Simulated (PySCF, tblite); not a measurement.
# C5H9N2OPSi: geometry, infrared bands and NMR shifts

Wanted: the infrared bands and NMR shifts of C5H9N2OPSi (`CC(=O)c1pc([SiH3])nn1C`), by calculation.

The runs use tblite 0.8.0 and PySCF 2.14.0, with density-fitted response routines of our own; the level of theory stands in each step. All values are computed, except where a source is named. Atoms are numbered from 0 throughout.

## Step 1: Starting geometry

19 atoms, charge 0, multiplicity 1; geometry from: force field or distance geometry start.

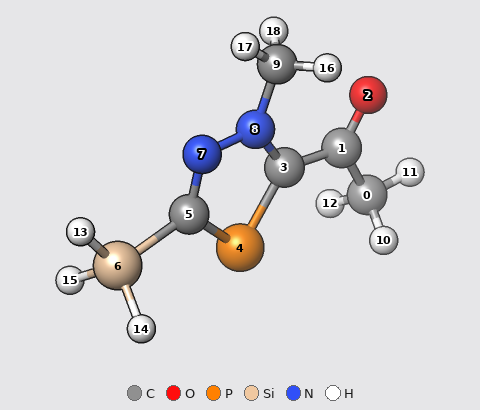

As it starts; carbon grey, oxygen red, phosphorus orange, silicon light orange, nitrogen blue, hydrogen white, atoms numbered; sticks join atoms by distance.

## Step 2: Optimising the geometry with GFN2-xTB

The job: settings as JSON, then the geometry in Å.

```
{"job": {"kind": "relax", "xc": "GFN2-xTB", "basis": "xTB"}, "charge": 0, "multiplicity": 1}
C     -2.754400    -1.521200    -0.368600
C     -2.110500    -0.168900    -0.169200
O     -2.806800     0.829700    -0.121500
C     -0.658700    -0.105300    -0.015500
P      0.463600    -1.612200    -0.044300
C      1.759400    -0.344300     0.210600
Si     3.583100    -0.898800     0.334000
N      1.414100     0.949600     0.317500
N      0.060700     1.056000     0.190000
C     -0.506400     2.393600     0.277900
H     -2.404700    -1.982700    -1.291600
H     -3.848800    -1.383600    -0.460700
H     -2.586600    -2.167600     0.501700
H      4.514800     0.241500     0.549800
H      4.003100    -1.592900    -0.904900
H      3.763700    -1.851700     1.481400
H     -1.008200     2.623200    -0.664400
H      0.303300     3.110700     0.431000
H     -1.190300     2.434200     1.127600
```

Command:

```bash
OMP_NUM_THREADS=1 python probes_run.py task.json out
```

This one command runs all jobs of the session in turn.

**Question.** This job is followed by: GFN2-xTB harmonic vibrations, gas phase; GIAO PBE0/pcSseg-1 NMR shielding, non-relativistic, gas phase. Predict these results of the whole session: strongest single infrared mode (GFN2-xTB); zero-point energy (GFN2-xTB); 13C shifts against TMS (PBE0/pcSseg-1); 1H shifts against TMS (PBE0/pcSseg-1, means over atoms taken as alike); 17O shifts against H2O (PBE0/pcSseg-1); 31P shifts against H3PO4 (PBE0/pcSseg-1); 29Si shifts against TMS (PBE0/pcSseg-1); 15N shifts against NH3 (PBE0/pcSseg-1).

As calculated:

```
                                                              quantity                                value
                             strongest single infrared mode (GFN2-xTB)                1706 cm⁻¹, 430 km/mol
                                          zero-point energy (GFN2-xTB)                        82.2 kcal/mol
                                13C shifts against TMS (PBE0/pcSseg-1)  196.1, 174.9, 173.9, 45.8, 33.3 ppm
1H shifts against TMS (PBE0/pcSseg-1, means over atoms taken as alike)                 4.73, 4.51, 2.87 ppm
                                17O shifts against H2O (PBE0/pcSseg-1)                            647.0 ppm
                              31P shifts against H3PO4 (PBE0/pcSseg-1)                            208.2 ppm
                               29Si shifts against TMS (PBE0/pcSseg-1)                            -75.3 ppm
                                15N shifts against NH3 (PBE0/pcSseg-1)                     409.3, 260.3 ppm
```

In words: The optimisation took 45 steps and gained 0.578 eV; among the close pairs (by a distance rule), C3–P4 changed most, from 1.879 to 1.745 Å. No mode is imaginary among the 51: a minimum at this level. The strongest single mode, at 1706 cm⁻¹, moves mainly C1 and O2. GFN2-xTB is a fitted tight-binding method: band positions and strengths are rough. Its intensities can rank the bands wrongly. The most deshielded carbon is C1 (ketone carbonyl carbon), at 196.1 ppm: the double bond to the heteroatom, with no lone-pair donor beside it, deshields it most. At PBE0/pcSseg-1: The largest span, 1304 ppm, is at O2, where the paramagnetic term is -712 ppm. NICS(1)zz of -28 ppm above the planar ring from C3 marks a diatropic (aromatic) ring current.
